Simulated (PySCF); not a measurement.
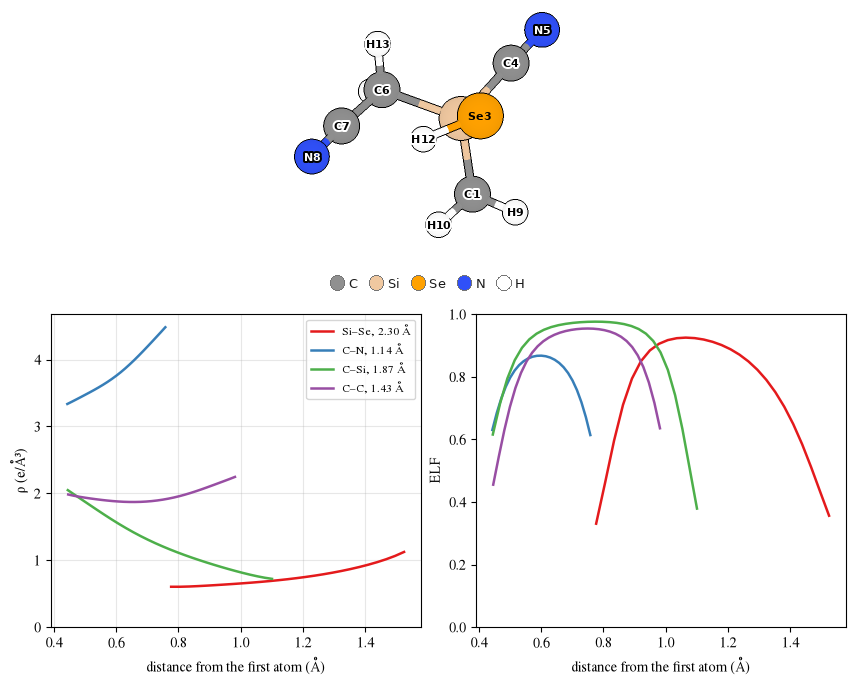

Figure 1: C4H6N2SeSi. Total electron density and ELF along straight lines between neighbouring atoms. The curves leave out the atomic cores. The structure is drawn too.

Geometry: GFN2-xTB.

The calculation used CAM-B3LYP/def2-SVPD, SCF density, gas phase (PySCF 2.14.0).

```xyz
14

C    -1.3239    0.4459   -1.2084
Si   -0.3183    0.3521    0.4015
Se    0.9282    2.2385    0.8265
C    -1.4659    0.1145    1.8621
N    -2.1793   -0.0246    2.7454
C     0.8451   -1.1894    0.4109
C     1.8541   -1.0000   -0.5809
N     2.6364   -0.7774   -1.3860
H    -1.8862    1.3746   -1.2568
H    -0.6631    0.4118   -2.0715
H    -2.0292   -0.3764   -1.2914
H     1.9951    1.8351   -0.0481
H     1.3207   -1.3074    1.3859
H     0.2856   -2.0977    0.1885
```

> Compare the contacts.

Si–Se (2.30 Å): ρ is about 0.72 e/Å³ halfway; the ELF peaks at about 0.95 between the atoms: a covalent bond.
C–N (1.14 Å): ρ at the midpoint is about 3.7 e/Å³; the ELF peaks at about 0.85 between the atoms; a multiple bond.
C–Si (1.87 Å): ρ is about 0.9 e/Å³ halfway; the ELF peaks at about 1 between the atoms; a shared electron pair.
C–C (1.43 Å): ρ at the midpoint is about 1.9 e/Å³; the ELF peaks at about 0.95 between the atoms; localised, covalent bonding.
